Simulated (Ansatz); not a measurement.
# Molecular dynamics, with input and output: CH10AsNSi (part 3 of 3)

The same run, continued: CH10AsNSi; RHF/def2-SVP (Ansatz 0.2.0). It belongs to a series of runs on one base structure; here: dynamics from the highest image of the converged band.

Geometry of the input (Å):
```
Si -0.2353  -0.4772  -0.9938
C  0.4994  -1.1656  0.9066
H  0.3817  -1.6782  -1.6199
H  -1.6818  -0.6852  -0.9673
N  0.5753  0.7773  -1.7750
H  -0.1361  -0.0625  0.7203
As -1.1659  1.8111  0.8208
H  1.5416  -1.2322  0.5994
H  -0.0067  -2.1275  0.8315
H  0.4718  -0.8480  1.9498
H  0.3865  1.7516  -1.6565
H  1.2776  0.5779  -2.4605
H  0.0104  2.2169  1.6908
H  -1.9183  1.1417  1.9538
```

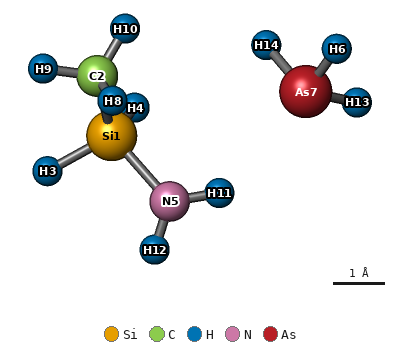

*The geometry at step 114 of the log (ball-and-stick view, seen at a tilt; atoms are numbered from 1 in the order of the input).*

## Trajectory as extended XYZ, continued
```
14
Properties=species:S:1:pos:R:3:forces:R:3 step=14 time_fs=7.0 energy=-71313.84308 temperature=647.6
Si   -0.2076   -0.4932   -0.9915   -0.0601  -3.5756   2.2266
C     0.5090   -1.1669    0.8361    0.6047  -1.4154  -1.0692
H     0.2367   -1.7175   -1.7268    0.0909   0.1910  -0.1442
H    -1.6586   -0.6718   -0.8877   -0.1831   0.5075  -0.0746
N     0.5660    0.7344   -1.7516    1.3060   2.4758  -1.4844
H    -0.2745    0.2715    0.8613   -1.4946   2.6144  -0.3271
As   -1.1718    1.8220    0.8267    0.9360  -1.2542   0.8847
H     1.5876   -1.2390    0.6101   -0.2978  -0.2886  -0.0317
H     0.0327   -2.1591    0.7193    0.5126   0.0813   0.2116
H     0.4890   -0.9689    1.9274   -0.5510   0.6338  -0.8152
H     0.4633    1.7258   -1.6365   -0.2476  -0.2196   0.2213
H     1.2221    0.5737   -2.5019   -0.2919  -0.3603   0.3674
H    -0.0707    2.2705    1.7680   -0.2042   0.3504   0.0528
H    -2.0240    1.2197    1.9243   -0.1198   0.2593  -0.0181
14
Properties=species:S:1:pos:R:3:forces:R:3 step=29 time_fs=14.5 energy=-71315.56030 temperature=1745.2
Si   -0.1786   -0.5650   -0.9549   -0.1218  -0.9165  -0.2589
C     0.5348   -1.2105    0.7101    0.1054  -1.2073  -0.6945
H     0.1150   -1.6839   -1.8937   -0.0492  -0.0713   0.0433
H    -1.6801   -0.4368   -0.8396    0.5563  -0.1229  -0.0703
N     0.5848    0.7515   -1.7590   -0.1805  -0.6268   0.3821
H    -0.3763    0.5662    0.8570   -0.6915   1.2418   0.3709
As   -1.1813    1.8415    0.8385    0.0557   0.9552   0.8116
H     1.6105   -1.3364    0.5988    0.3297   0.5012   0.1801
H     0.2144   -2.2544    0.6891   -0.3715  -0.1839   0.2892
H     0.2769   -0.7904    1.6888    0.2776  -0.2236  -0.4170
H     0.4590    1.7247   -1.5498    0.3844  -0.2109  -0.5625
H     1.1625    0.4501   -2.5297   -0.1421   0.9254   0.2263
H    -0.2529    2.4887    1.8630   -0.2217   0.0554  -0.1765
H    -2.1937    1.4131    1.8786    0.0692  -0.1157  -0.1236
14
Properties=species:S:1:pos:R:3:forces:R:3 step=43 time_fs=21.5 energy=-71315.44653 temperature=1673.7
Si   -0.1517   -0.6500   -0.9277    0.2908   1.4909  -4.4968
C     0.5740   -1.3087    0.5681    1.2462  -1.4298   1.4937
H    -0.0179   -1.6646   -2.0188   -0.0992  -0.0985   0.2274
H    -1.5574   -0.2658   -0.8119   -0.4473  -0.5164   0.3741
N     0.5970    0.7532   -1.7530    0.3317  -0.7605   0.1520
H    -0.2940    0.6195    0.9841   -1.1692   2.0569   0.6760
As   -1.1969    1.8772    0.8545    0.1510   0.7186   0.2239
H     1.6633   -1.2486    0.6442   -0.0523   0.0348  -0.3071
H     0.2905   -2.3426    0.7678   -0.0490  -0.1664  -0.3018
H     0.1864   -0.7508    1.3769   -0.0400  -0.0161   1.2785
H     0.5556    1.7457   -1.6196   -0.3932  -0.2559   0.5373
H     1.1404    0.6012   -2.5868   -0.1475  -0.3778   0.2603
H    -0.5212    2.7506    1.8941    0.1771  -0.1959  -0.0553
H    -2.3397    1.5573    1.7926    0.2010  -0.4838  -0.0620
14
Properties=species:S:1:pos:R:3:forces:R:3 step=57 time_fs=28.5 energy=-71315.58601 temperature=1768.6
Si   -0.1240   -0.7113   -0.9678   -0.8562   1.6505  -2.5823
C     0.6491   -1.4488    0.4949   -0.1351   0.6616   2.8941
H    -0.1823   -1.7034   -2.0643    0.0748  -0.1157  -0.0942
H    -1.5410   -0.3244   -0.6375    0.3356  -0.4293  -0.0182
N     0.6142    0.7244   -1.7350   -0.3014  -1.2572   0.8876
H    -0.0877    0.8334    1.6010   -2.1604   1.9728  -1.2066
As   -1.2198    1.9273    0.8693    2.1014  -0.7113   1.9233
H     1.7026   -1.1537    0.5849    0.0569  -0.9526  -0.2115
H     0.3643   -2.4877    0.7322    0.7967   0.1336  -0.6387
H     0.2052   -0.9089    1.3691    0.3233  -0.5340  -0.7151
H     0.5106    1.6875   -1.4954   -0.1787  -0.0944   0.2594
H     1.0994    0.6338   -2.5961    0.2199  -0.2171  -0.3587
H    -0.7523    2.9654    1.8857   -0.3047   0.0699  -0.2234
H    -2.4151    1.5100    1.6834    0.0278  -0.1768   0.0844
14
Properties=species:S:1:pos:R:3:forces:R:3 step=71 time_fs=35.5 energy=-71315.52615 temperature=1730.9
Si   -0.1063   -0.7511   -1.0495   -0.3806  -1.3903   0.9090
C     0.7329   -1.5745    0.4954    0.2289   0.3939  -1.3211
H    -0.3087   -1.7698   -2.1258    0.3175   0.2265  -0.0192
H    -1.4651   -0.5340   -0.4697   -0.0347   0.3084  -0.4348
N     0.6282    0.6591   -1.6994   -0.3981  -1.2086   0.6162
H    -0.0729    1.0396    2.0012   -2.1332   1.7547  -2.1156
As   -1.2411    1.9849    0.8915    2.0581  -1.3031   2.7012
H     1.8075   -1.3883    0.4506    0.0620   0.4199   0.4712
H     0.6826   -2.6672    0.4646   -0.6055   0.0872   0.2136
H     0.2442   -1.1282    1.3738    0.5651  -0.5435  -0.0701
H     0.4043    1.5365   -1.2967    0.2713   0.5902  -0.4124
H     1.0597    0.6073   -2.5896    0.1988   0.5564  -0.3785
H    -1.0988    3.1996    1.7925   -0.2442  -0.0941  -0.0781
H    -2.4497    1.3894    1.5852    0.0946   0.2025  -0.0815
14
Properties=species:S:1:pos:R:3:forces:R:3 step=86 time_fs=43.0 energy=-71316.17516 temperature=2141.9
Si   -0.0942   -0.8173   -1.1218   -0.2744  -2.5001   2.9341
C     0.8397   -1.7026    0.4420    0.4617  -0.0076  -2.4499
H    -0.2942   -1.7719   -2.2265    0.2711  -0.1276  -0.1403
H    -1.4237   -0.6320   -0.4727   -0.1146   0.2787  -0.4633
N     0.6399    0.5703   -1.6558    0.7875   2.2892  -1.0585
H    -0.4837    1.7223    2.1126    0.9143  -0.6516   0.8612
As   -1.2582    2.0444    0.9244   -0.9098   1.3387   0.1535
H     1.9139   -1.5006    0.4921   -0.0152   0.3043  -0.1648
H     0.7927   -2.7757    0.2545   -0.2287  -0.2558   0.1142
H     0.4478   -1.5246    1.4176   -0.7087   0.4018   0.6890
H     0.4160    1.4648   -1.2717   -0.0803  -0.0732   0.4542
H     1.0113    0.7614   -2.5630    0.0751  -0.6302  -0.2424
H    -1.5969    3.3900    1.6079   -0.1098  -0.4053  -0.5649
H    -2.4854    1.3347    1.4378   -0.0682   0.0387  -0.1222
14
Properties=species:S:1:pos:R:3:forces:R:3 step=100 time_fs=50.0 energy=-71315.11641 temperature=1467.6
Si   -0.0845   -0.9177   -1.1454    0.9192  -0.3058   1.2561
C     0.9402   -1.8206    0.3308   -1.6443  -0.2277   0.0707
H    -0.1527   -1.8017   -2.3496    0.0441  -0.0111   0.3425
H    -1.4649   -0.6038   -0.6634    0.1304  -0.3490  -0.0692
N     0.6715    0.5467   -1.6441    0.0395   0.2880  -0.3572
H    -0.3417    1.9282    2.6736   -2.0518   0.4095  -3.0364
As   -1.2819    2.1100    0.9543    0.9345   0.2280   2.9371
H     1.9742   -1.4763    0.4713   -0.1152  -0.4327  -0.6956
H     0.8086   -2.8997    0.1227    0.9608   0.2849  -0.2353
H     0.5284   -1.8079    1.3667   -0.2821   0.7382  -0.7411
H     0.4362    1.3854   -1.1350    0.3237  -0.2121  -0.4775
H     0.9770    0.7095   -2.5955   -0.2187  -0.0068   0.6317
H    -2.0812    3.3884    1.2318    0.5911  -0.1618   0.1686
H    -2.5290    1.3065    1.2592    0.3688  -0.2418   0.2056
14
Properties=species:S:1:pos:R:3:forces:R:3 step=114 time_fs=57.0 energy=-71315.35742 temperature=1629.3
Si   -0.0592   -1.0244   -1.1479    1.7103   1.3288  -0.9347
C     0.9888   -1.9405    0.2011   -1.0424   0.3050  -0.4150
H     0.0116   -1.8567   -2.3674   -0.1494  -0.1339  -0.1370
H    -1.4828   -0.7124   -0.8803   -0.0081  -0.5001   0.5275
N     0.7032    0.5226   -1.6347   -0.3863  -1.4363   0.3371
H    -0.9678    2.3055    2.1927    2.3501   1.0440   9.5077
As   -1.3016    2.1772    0.9982   -3.0957  -0.8300  -9.5852
H     2.0133   -1.5589    0.2008   -0.2804   0.5300   0.3545
H     1.1382   -2.9910   -0.0888   -0.6416   0.0763   0.3894
H     0.4511   -1.8148    1.1695    0.9379  -0.4544  -0.3777
H     0.5401    1.3512   -1.0889    0.1100  -0.0824  -0.4948
H     0.9319    0.6651   -2.6075   -0.1462   0.2094   0.5352
H    -2.3155    3.3020    0.9104    0.3665   0.0978   0.1199
H    -2.4206    1.1756    1.1639    0.2751  -0.1543   0.1731
14
Properties=species:S:1:pos:R:3:forces:R:3 step=129 time_fs=64.5 energy=-71315.09990 temperature=1456.8
Si   -0.0048   -1.1183   -1.1680   -0.0724   0.6806  -2.2391
C     1.0109   -2.0540    0.0348    0.7569   0.9743   0.7551
H     0.1127   -1.9380   -2.4154   -0.1863   0.3425  -0.0935
H    -1.4702   -1.0450   -0.8728    0.2872   0.0989   0.2845
N     0.7219    0.4457   -1.6071   -0.3238  -0.4388  -0.0781
H    -1.4054    2.8294    2.9579    0.0375  -1.1956  -3.5188
As   -1.3305    2.2489    1.0271    0.0707   1.2025   3.4104
H     1.9338   -1.4721    0.0274    0.3214  -0.2173   0.1006
H     1.2565   -3.0776   -0.1857   -0.1986  -0.4742  -0.2865
H     0.6262   -1.9686    1.0291   -0.2555  -0.2062   0.9143
H     0.6810    1.3333   -1.1514   -0.1983  -0.2345   0.7902
H     0.8579    0.6810   -2.5715   -0.0522  -0.6059  -0.2431
H    -2.4103    3.2376    0.6308   -0.0570  -0.3561   0.0736
H    -2.1794    0.9966    1.1690   -0.1296   0.4298   0.1304
14
Properties=species:S:1:pos:R:3:forces:R:3 step=143 time_fs=71.5 energy=-71316.25932 temperature=2195.5
Si    0.0461   -1.1928   -1.2219   -1.1820  -0.0133  -0.9537
C     1.0578   -2.1382   -0.0725    1.5796  -0.5867   1.8463
H     0.1214   -1.8906   -2.5259   -0.1274   0.0653  -0.2033
H    -1.3549   -1.3289   -0.7303   -0.1613   0.5692  -0.2265
N     0.7269    0.3576   -1.5807   -0.5214  -1.1483   0.4780
H    -1.7692    2.8281    2.3248   -0.4681   0.7290   2.3195
As   -1.3577    2.3227    1.0717    0.5338  -0.2765  -2.0500
H     1.9528   -1.5003   -0.0678    0.5419  -0.9283  -0.1248
H     1.2279   -3.1879   -0.3480    0.3922   0.4628  -0.4171
H     0.8065   -2.2159    0.9847   -0.6363   0.3680   0.0660
H     0.7430    1.1584   -0.9937    0.0068   0.3987  -0.0337
H     0.7666    0.5083   -2.5578    0.1433   0.7771  -0.4756
H    -2.5112    3.0445    0.3939    0.1399  -0.3710  -0.1671
H    -2.0034    0.9783    1.2349   -0.2410  -0.0462  -0.0581
14
Properties=species:S:1:pos:R:3:forces:R:3 step=157 time_fs=78.5 energy=-71315.78396 temperature=1897.3
Si    0.0797   -1.2692   -1.2920   -0.7074  -1.2193   0.4022
C     1.1587   -2.2366   -0.1175    0.7111  -0.8747  -0.2209
H     0.0676   -1.8081   -2.6888   -0.1055  -0.2361   0.3449
H    -1.2903   -1.3770   -0.6836    0.0184   0.2248  -0.3819
N     0.7189    0.2551   -1.5537    0.2232   1.5111  -0.5255
H    -2.4637    3.0923    2.4174    2.0902  -1.3103  -2.2094
As   -1.3808    2.3953    1.1078   -3.0878   1.1482   1.7733
H     2.1902   -1.8567   -0.1705   -0.3545   0.3729   0.6070
H     1.3126   -3.1946   -0.6524   -0.5237  -0.1920   0.8575
H     0.7701   -2.3560    0.9338    0.6146  -0.0362  -1.2388
H     0.8007    0.9993   -0.8945    0.1068   0.0935   0.0484
H     0.7154    0.5704   -2.5034    0.0474   0.3429   0.0961
H    -2.5172    2.6742    0.0901    0.7478   0.0088   0.2694
H    -1.9119    0.9818    1.2926    0.2195   0.1664   0.1777
14
Properties=species:S:1:pos:R:3:forces:R:3 step=171 time_fs=85.5 energy=-71316.11748 temperature=2110.9
Si    0.1036   -1.3622   -1.3566    0.6849  -0.0271   0.7884
C     1.2896   -2.3600   -0.1899   -1.1968  -0.4009  -1.5790
H    -0.0279   -1.8405   -2.7448    0.1018  -0.4801  -0.0232
H    -1.2568   -1.3314   -0.7733   -0.1503  -0.3921   0.1638
N     0.7176    0.2008   -1.5437    0.6489   2.4721  -0.1127
H    -2.6110    3.0962    2.2238    1.7150  -1.0367  -1.9433
As   -1.4163    2.4706    1.1457   -1.8983   0.5061   1.1610
H     2.3344   -2.0917   -0.0694   -0.0204   0.4681  -0.1912
H     1.2533   -3.3300   -0.6815    0.3480  -0.5270   0.1130
H     0.8203   -2.5175    0.7575   -0.2173   0.0667   0.9156
H     0.9013    0.8443   -0.7846   -0.0165  -0.6268  -0.0847
H     0.6768    0.7628   -2.3788   -0.1679  -0.5470   0.0204
H    -2.2511    2.3266   -0.1287   -0.0059   0.5506   0.3795
H    -1.7414    1.0250    1.4283    0.1748  -0.0261   0.3927
14
Properties=species:S:1:pos:R:3:forces:R:3 step=186 time_fs=93.0 energy=-71316.30683 temperature=2231.0
Si    0.1391   -1.4628   -1.4136    0.8052   0.6071   0.0846
C     1.3787   -2.5207   -0.3065   -1.5263   0.1126   0.2039
H    -0.0723   -2.0716   -2.7635    0.3028   0.1813   0.1609
H    -1.2393   -1.4566   -0.8192    0.3336  -0.2785   0.1682
N     0.7339    0.2008   -1.5363   -0.2267  -1.5832   0.1794
H    -2.9131    3.0182    1.7272    1.6011  -0.7429  -0.6046
As   -1.4542    2.5488    1.1859   -1.3154   0.3008   0.5663
H     2.3802   -2.1546   -0.0665    0.0369  -0.0027  -0.8224
H     1.3520   -3.5766   -0.5957    0.5688   0.1853  -0.5271
H     0.9188   -2.6041    0.6712   -0.3899   0.3140   0.5259
H     1.0342    0.5582   -0.6421   -0.0059   0.6220  -0.7134
H     0.5661    0.8428   -2.2983    0.1141  -0.1545   0.7488
H    -1.9184    2.1727   -0.2043   -0.0684  -0.0005   0.1567
H    -1.4710    1.1175    1.7313   -0.2297   0.4393  -0.1272
14
Properties=species:S:1:pos:R:3:forces:R:3 step=200 time_fs=100.0 energy=-71315.28946 temperature=1579.3
Si    0.1869   -1.5475   -1.4631    0.7781  -0.1844   0.5597
C     1.3997   -2.6679   -0.4011    0.3712   1.5664   0.4297
H     0.0110   -2.2274   -2.7570    0.0650   0.4944  -0.4820
H    -1.1170   -1.7000   -0.7777   -0.1671   0.2052   0.0065
N     0.7450    0.1504   -1.5194   -0.0371  -1.0070   0.2326
H    -3.3530    2.9958    1.5216    3.4634  -1.0556  -0.5116
As   -1.4856    2.6188    1.2190   -2.8715   1.5513   0.2717
H     2.4024   -2.1865   -0.3947   -0.5455  -0.0306   0.1722
H     1.6506   -3.7114   -0.6881   -0.9992   0.5539   0.1204
H     0.9721   -2.5634    0.6372    0.7305  -0.6916  -0.8882
H     1.1864    0.5236   -0.6959    0.0052  -0.2157  -0.0983
H     0.4547    0.9234   -2.0986   -0.1835  -0.6913  -0.0592
H    -1.6647    2.0595   -0.1798   -0.1386  -0.2144   0.3670
H    -1.3030    1.3408    1.9847   -0.4708  -0.2806  -0.1204
```

## Key numbers

| quantity | value |
| --- | --- |
| outcome | finished |
| mean temperature over the second half | 1860 K |
| trajectory | 200 steps, 100 fs |
| ensemble | nve |
| temperature in the input | 300.0 K |
| time step | 0.5 fs |
| potential energy (last step) | −71315.2895 eV |
| mean-field energy (last step) | −71315.2895 eV |
| largest force (length of the vector) (last step) | 3.657 eV/Å |
| wall time | 6.5 min (CPU time 12 min) |
| peak memory | 0.31 GiB |

## Notes

So short a trajectory is not equilibrated.
